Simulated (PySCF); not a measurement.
**BSi2H7O4: core-level calculation**

The run: core-level calculation of BSi2H7O4, SMILES OB(O)O[SiH2]O[SiH3]. Method and program: delta-SCF UKS SCAN, pcX-2 on the ionised atom, pcseg-1 elsewhere, spin-free X2C (PySCF 2.14.0).

Figures and captions count atoms from 1; the log counts them from 0 in places.

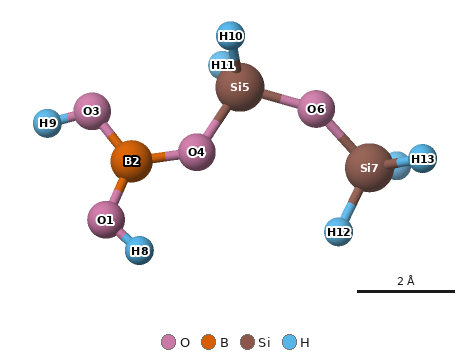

*The structure (ball-and-stick view, seen at a tilt; atoms are numbered from 1 in the order of the input).*

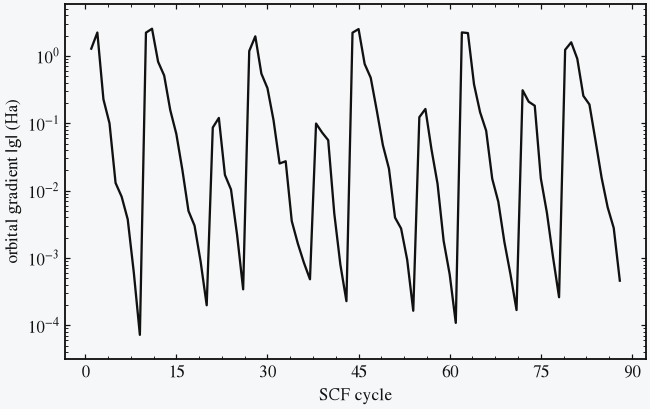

*Convergence of the self-consistent field: orbital gradient |g| against the SCF cycle.*

All cycles printed in the log are drawn one after another.

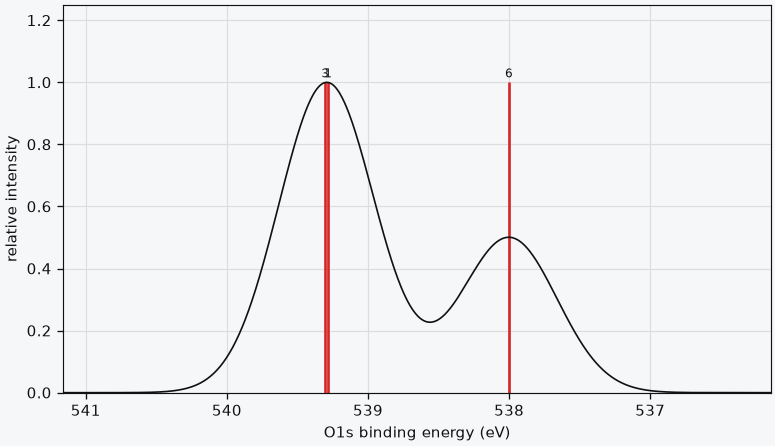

*O1s binding energies by ΔSCF of the atoms computed, labelled by atom number, with a Gaussian envelope of 0.8 eV full width.*

They run from 538.00 eV (atom 6) to 539.30 eV (atom 3).

The input and output of the run follow.

## Input file
```
{"job": {"kind": "xps", "holes": 5}, "charge": 0, "multiplicity": 1}
O      2.596336    -0.225076    -1.689447
B      2.080656    -0.201532    -0.428247
O      2.883943    -0.456446     0.641754
O      0.758555     0.077492    -0.220827
Si    -0.121319     0.125854     1.194581
O     -1.695193     0.357213     0.770272
Si    -2.879267     0.129804    -0.367030
H      1.921971    -0.027973    -2.346795
H      3.790344    -0.639394     0.376395
H      0.307026     1.277914     2.028005
H      0.015460    -1.167800     1.915900
H     -2.278139    -0.037215    -1.724396
H     -3.778490     1.318409    -0.366640
H     -3.673637    -1.089405    -0.033077
```

The first line tells a small driver script what to run in PySCF; the rest is the geometry in Å.

Launched with:
```bash
OMP_NUM_THREADS=1 python <driver script> task.json out
```

## Output
```
ground state, core basis on atom 0 (O), 172 functions
  cycle   1  E = -910.06815662  |g| = 1.28e+00
  cycle   2  E = -909.44550811  |g| = 2.22e+00
  cycle   3  E = -910.34931896  |g| = 2.27e-01
  cycle   4  E = -910.35796944  |g| = 1.00e-01
  cycle   5  E = -910.35976992  |g| = 1.30e-02
  cycle   6  E = -910.35979427  |g| = 8.13e-03
  cycle   7  E = -910.35980391  |g| = 3.75e-03
  cycle   8  E = -910.35980571  |g| = 6.10e-04
  cycle   9  E = -910.35980595  |g| = 7.24e-05
  E(ground) = -910.43712248 Eh
hole in O 1s of atom 0
  cycle   1  E = -889.74382746  |g| = 2.21e+00
[... 10 cycles left out ...]
  E(ion) = -890.61889802 Eh   <S^2> = 0.7609   hole on atom = 1.000   binding energy = 539.281 eV
ground state, core basis on atom 1 (B), 172 functions
[... 6 cycles left out ...]
  E(ground) = -910.41278897 Eh
hole in B 1s of atom 1
[... 11 cycles left out ...]
  E(ion) = -903.12077148 Eh   <S^2> = 0.7681   hole on atom = 1.000   binding energy = 198.426 eV
ground state, core basis on atom 2 (O), 172 functions
[... 6 cycles left out ...]
  E(ground) = -910.43720779 Eh
hole in O 1s of atom 2
[... 11 cycles left out ...]
  E(ion) = -890.61819566 Eh   <S^2> = 0.7607   hole on atom = 1.000   binding energy = 539.303 eV
ground state, core basis on atom 5 (O), 172 functions
[... 7 cycles left out ...]
  E(ground) = -910.44389857 Eh
hole in O 1s of atom 5
[... 10 cycles left out ...]
  E(ion) = -890.67275175 Eh   <S^2> = 0.7616   hole on atom = 1.000   binding energy = 538.000 eV
ground state, core basis on atom 6 (Si), 183 functions
[... 7 cycles left out ...]
  E(ground) = -910.46890122 Eh
hole in Si 2p of atom 6
  cycle   1  E = -906.13979865  |g| = 1.23e+00
  cycle   2  E = -904.30296043  |g| = 1.59e+00
  cycle   3  E = -906.07997814  |g| = 9.07e-01
  cycle   4  E = -906.40796560  |g| = 2.55e-01
  cycle   5  E = -906.43862470  |g| = 1.90e-01
  cycle   6  E = -906.45239895  |g| = 5.53e-02
  cycle   7  E = -906.45346851  |g| = 1.56e-02
  cycle   8  E = -906.45355653  |g| = 5.66e-03
  cycle   9  E = -906.45356761  |g| = 2.79e-03
  cycle  10  E = -906.45357007  |g| = 4.61e-04
  E(ion) = -906.50420637 Eh   <S^2> = 0.7513   hole on atom = 1.002   binding energy = 107.885 eV
  2p3/2 = 107.635 eV   2p1/2 = 108.260 eV
```

## Results in brief

- outcome: converged
- hardware: 1 CPU thread, shared host
- wall time: 49 s
- peak memory: 0.68 GiB
